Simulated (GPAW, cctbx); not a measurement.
# Bonding in HfMg3B2 as X-rays see it

Question: by how much does bonding change the X-ray structure factors of HfMg3B2, how firmly does DFT give the change, and what does a routine refinement make of it?

The start was made by putting kin elements into a known structure type; the compound need not exist, or be stable, in this form. All numbers below are calculated.

## Step 1: Relax the structure

The density hangs on the geometry, so cell and atoms are relaxed first, with the symmetry held. The cutoff is set higher than for the density because stress converges slowly with plane waves.

Settings: GPAW 26.7.0, PBE, 670 eV, 5×4×4 k-points (along the axes of the calculation cell), Fermi–Dirac width 0.1 eV, BFGS to 0.03 eV/Å.

```text
cell
1.0
     0.000000000    0.000000000    3.618000000
     5.716000000    0.000000000    0.000000000
    -2.858000000    4.950201208    0.000000000
Hf Mg B
1 3 2
Direct
0.000000000 0.000000000 0.000000000
0.500000000 0.000000000 0.500000000
0.500000000 0.500000000 0.500000000
0.500000000 0.500000000 0.000000000
0.000000000 0.666666667 0.333333333
0.000000000 0.333333333 0.666666667
```

```console
$ OMP_NUM_THREADS=1 mpirun -n 4 gpaw python run.py > gpaw.log
```

```text
BFGS:    0      -22.371897        0.771520
BFGS:    1      -22.393365        0.740758
BFGS:    2      -22.576615        0.286831
BFGS:    3      -22.591371        0.300732
...
BFGS:    6      -22.639713        0.227861
BFGS:    7      -22.651074        0.130404
BFGS:    8      -22.656041        0.014336
cell  3.6643 5.3798 5.3798  120.00 90.00 90.00
volume 91.843 A^3, largest force 0.000 eV/A, largest stress 0.15 GPa
```

After 8 steps the volume has changed by -10.3 % and the energy by -0.284 eV; the largest stress left is 0.15 GPa. It took 59 s on 4 cores of Intel(R) Xeon(R) Platinum 8488C (Sapphire Rapids) (shared host), peak memory 1.1 GiB.

Relaxed structure: P6/mmm (no. 191), a = 5.3798 Å, b = 5.3798 Å, c = 3.6643 Å, α = 90.00°, β = 90.00°, γ = 120.00°.

```csv
atom,mult.,x,y,z
Hf1,1,0,0,0
Mg1,3,0,1/2,1/2
B1,2,2/3,1/3,0
```

## Step 2: Density and charge transfer

X-rays see the whole electron density, so the PAW density is rebuilt with its core regions. Subtracting spherical free atoms from the same code cancels the cores and leaves the deformation density Δρ, the part due to bonding.

Settings: PBE, 550 eV, 6×5×5 k-points (along the axes of the calculation cell), Fermi–Dirac width 0.1 eV; primitive cell of 6 atoms.

```console
$ OMP_NUM_THREADS=1 mpirun -n 4 gpaw python run.py > gpaw.log
```

```text
|iter:   1|       0s |  -24.832590 | +0.32 |       |
|iter:   2|       1s |  -23.818507 | -1.44 | -1.04 |
|iter:   3|       1s |  -22.523573 | -1.14 | -1.15 |
...
|iter:   8|       5s |  -22.501133c| -5.45 | -3.68 |
|iter:   9|       5s |  -22.501131c| -6.90 | -4.30c|
|iter:  10|       6s |  -22.501132c| -8.00c| -5.23c|
```

```text
grid (40, 60, 60)  electrons 118.000  moved by bonding 0.978 e
deformation density beyond 0.5 A of the nuclei: max 0.100, min -0.060 e/A^3
atom        x       y       z   Voronoi charge  moment
Hf1    0.0000  0.0000  0.0000      0.286       0.00
Mg2    0.5000  0.0000  0.5000      0.123       0.00
Mg3    0.5000  0.5000  0.5000      0.123       0.00
Mg4    0.5000  0.5000  0.0000      0.123       0.00
B 5    0.0000  0.6667  0.3333     -0.328       0.00
B 6    0.0000  0.3333  0.6667     -0.328       0.00
mean inner potential of superposed free atoms 17.506 V
total magnetic moment 0.000 muB
```

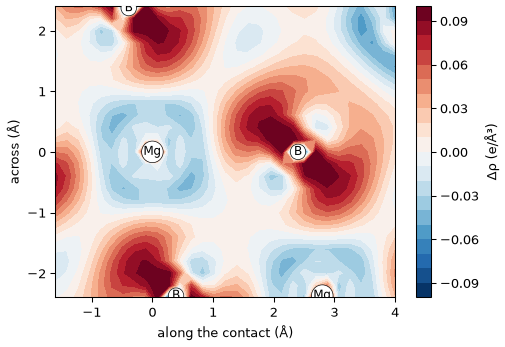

Deformation density in a plane through the shortest contact of the Mg atom at the origin; red gains electrons, blue loses them.

B gains most (-0.33 e) and Hf loses most (+0.29 e), as electronegativity suggests. Such charges fall far short of formal ones, since overlapping free atoms already put density on their neighbours. Along the shortest contact from the Mg atom at the map's origin, Mg–B at 2.40 Å, Δρ is +0.03 e/Å³ at the midpoint and highest, +0.05, 1.55 Å from Mg (points within 0.5 Å of a nucleus left out): little piles up between the atoms. At the midpoints of other shortest contacts it is -0.01 (Mg–Mg, 2.69 Å), +0.01 (Hf–B, 3.11 Å), 0.00 (B–B, 3.11 Å) and -0.01 (Hf–Mg, 3.25 Å) e/Å³. Point values carry grid noise of about 0.01 e/Å³. The run needed 10 iterations, 14 s.

## Step 3: Structure factors

The Fourier components of Δρ, added to those of the free atoms, give the static X-ray structure factors; the Mott–Bethe relation turns them into the Fourier components V of the potential that fast electrons feel.

```text
static structure factors of the conventional cell: F in electrons, V (Mott-Bethe) in volts
   h  k  l      d  |F| table  |F| free   |F| DFT   change   |V| free  |V| DFT  change %
   1  0  0  4.6590    53.011    52.981    52.715   -0.266     2.188    2.476     13.2
   0  0  1  3.6643    43.037    42.947    43.183    0.236     2.046    1.888     -7.7
   1  0  1  2.8802    68.781    68.742    68.392   -0.350     4.247    4.392      3.4
   1  1  0  2.6899    58.592    58.553    58.885    0.332     4.133    4.013     -2.9
   2  0  0  2.3295    82.922    82.772    82.439   -0.332     5.478    5.568      1.6
   1  1  1  2.1684    71.934    71.815    71.708   -0.107     5.206    5.231      0.5
   2  0  1  1.9659    30.873    30.805    30.824    0.019     0.038    0.034     -9.8
   0  0  2  1.8321    83.506    83.307    83.001   -0.306     5.812    5.863      0.9
   2  1  0  1.7610    45.463    45.350    45.433    0.083     1.493    1.481     -0.9
   1  0  2  1.7051    45.001    44.891    45.076    0.186     1.467    1.440     -1.8
   2  1  1  1.5872    58.426    58.273    58.373    0.100     2.606    2.593     -0.5
   3  0  0  1.5530    49.237    49.159    49.214    0.055     2.509    2.502     -0.3
   1  1  2  1.5143    48.740    48.667    48.511   -0.156     2.441    2.459      0.7
   2  0  2  1.4401    69.731    69.545    69.698    0.153     3.463    3.447     -0.5
```

The largest X-ray change is -0.35 e on 101, 0.5 % of |F|. For electrons V goes as (Z − F)/g², so a change of F counts against Z − F, which is small at low angle and wherever the atoms' terms cancel: |V| of 100 moves by +13.2 % (2.19 to 2.48 V) against -0.5 % in |F|. The last three rows still change by up to 0.16 e; the table stops while the angles are still low. The tabulated Hartree–Fock atoms differ from the free DFT atoms by up to 0.20 e, so the choice of reference atom matters too.

## Step 4: Which functional?

The same geometry is run with other functionals, to see whether the bonding signal is larger than the spread between approximations. Free atoms are LDA for LDA and PBE otherwise; meta-GGAs and hybrids keep PBE cores. Any other changed setting is in the row's label.

```
   run  ΔF 101 (e)  ΔF 110 (e)  ΔF 200 (e)  q(B) (e)  moved (e)  time
   PBE      -0.350      +0.332      -0.332    -0.328      0.978  14 s
   LDA      -0.339      +0.345      -0.333    -0.325      0.943  13 s
r2SCAN      -0.361      +0.342      -0.312    -0.348      1.093  23 s
```

At the base's settings ΔF(101) spans -0.361 to -0.339 e, a spread of 6 % of the PBE value; over the three listed reflections the spread is at most 6 %, so sign and size hold across the functionals. Times are from shared hosts.

## Step 5: What a spherical-atom refinement makes of it

Routine crystallography fits spherical atoms. To see the bias, intensities are simulated from tabulated atoms plus the DFT change ΔF, so that bonding alone can misfit (4186 reflections of the full sphere, merged to the counts below, to 0.45 Å, 1.5 % proportional noise plus counting noise, assumed isotropic U as listed, Δρ smeared by the mean U) and refined with cctbx over different ranges.

| range | data | R1 | GooF | U Hf1 (true 0.0049) | U Mg1 (true 0.0092) | U B1 (true 0.0111) | largest shift (Å) | Δρ max, min (e/Å³) |
| --- | --- | --- | --- | --- | --- | --- | --- | --- |
| all data | 250 | 0.0026 | 1.01 | 0.0049 | 0.0092 | 0.0112 | 0.0000 | 0.25, -0.19 |
| low resolution, d > 0.84 | 51 | 0.0028 | 1.16 | 0.0049 | 0.0090 | 0.0115 | 0.0000 | 0.12, -0.09 |
| high order, d < 0.75 | 185 | 0.0022 | 0.92 | 0.0049 | 0.0092 | 0.0112 | 0.0000 | 0.22, -0.16 |
| occupancies free, d > 0.7 | 79 | 0.0027 | 1.13 | 0.0049 | 0.0089 | 0.0114 | 0.0000 | 0.15, -0.14 |

With all data GooF is 1.01, so at this noise the bonding hardly shows; the top residual peak lies 1.16 Å from Hf and 2.51 Å from Hf. No U is off by more than 3 s.u. at low resolution. Symmetry fixes every coordinate, so the shifts are zero by construction. With Hf1 held at 1 and the scale free, the other occupancies refine to Mg1 0.997(0.003) and B1 1.002(0.014), within three s.u. of full.

## Step 6: Answer

Bonding moves 0.98 e in the primitive cell of HfMg3B2 and changes the structure factors of the conventional cell in the table above by at most 0.35 e (101, 0.5 %), and among reflections above 2 % of the strongest by up to 0.6 % (110). The shortest bond, Mg–B, has Δρ = +0.03 e/Å³ at its midpoint. At the base's settings ΔF(101) spans -0.361 to -0.339 e, a spread of 6 % of the PBE value; over the three listed reflections the spread is at most 6 %, so sign and size hold across the functionals. With all data GooF is 1.01, so at this noise the bonding hardly shows. Limits: static density, frozen cores, no spin–orbit coupling.

[Outputs are excerpts: Python notices, other lines and further rows are left out; steps that failed or that the build refused (PBEsol, TPSS) are not shown.]

[Logs are printed without paths, hosts, clocks, repeated set-up lines and the standing remarks that a program may print on its own settings, such as how far it seeks lower states.]
